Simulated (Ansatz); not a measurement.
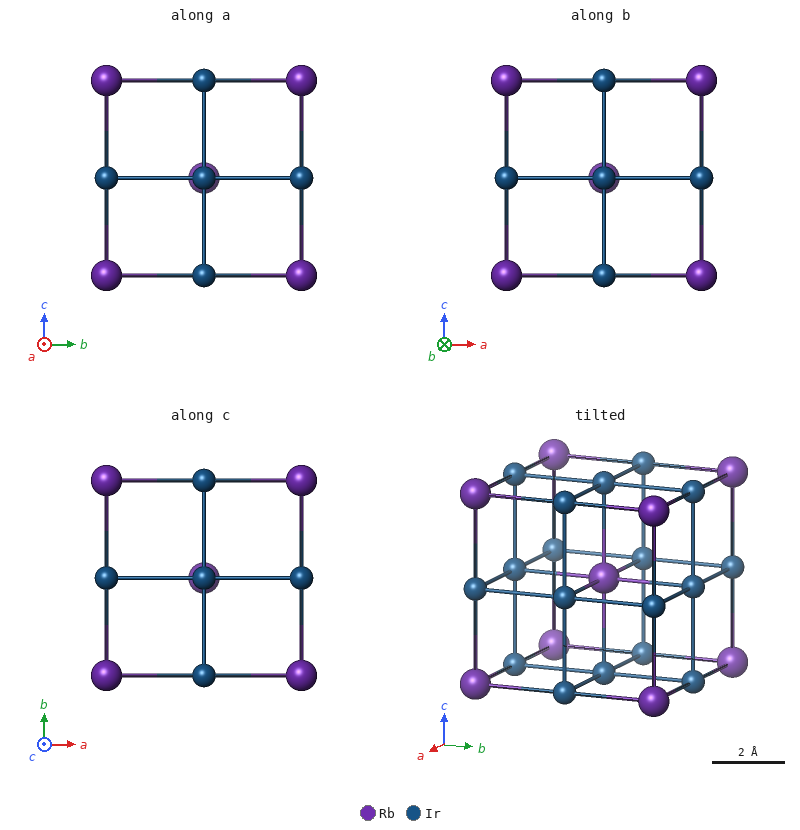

An orthographic ball-and-stick view of the structure, along the a axis, along the b axis, along the c axis and slightly off an axis. The parallelepiped is the conventional unit cell.

Lattice parameters: a = 5.427 Å, b = 5.427 Å, c = 5.427 Å, α = 90.00°, β = 90.00°, γ = 90.00°.

**Give the structure in the form of a table of Wyckoff sites.**

Space group Im-3m (No. 229).
```json
{"atom": "Rb", "site": "2a", "x": "0.0000", "y": "0.0000", "z": "0.0000"}
{"atom": "Ir", "site": "6b", "x": "0.5000", "y": "0.0000", "z": "0.0000"}
```

Origin of the cell: a structure type filled with these elements by a generator (whether the compound takes this form wasn't checked). Earlier steps of the study may have refined or changed the cell and positions. A calculation with Ansatz used it as input.
